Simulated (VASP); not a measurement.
Band structure of Na (bcc). Calculation: PBE GGA, VASP's PBE PAW potentials (set 64) (plane waves; VASP).

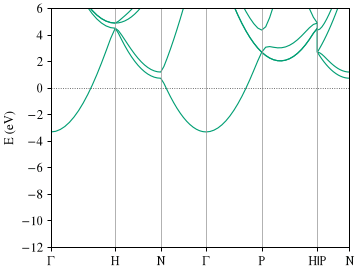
Fig. 1. Bands along high-symmetry lines, zero at the valence-band maximum or, without a gap, the Fermi level

Task: Read the plot: is there a gap, and where are the band edges?

Result: It has no gap at this level: it comes out as a metal or semimetal. (Edges off the drawn lines would not show.)

The compound is Na in the bcc structure. It was relaxed first.
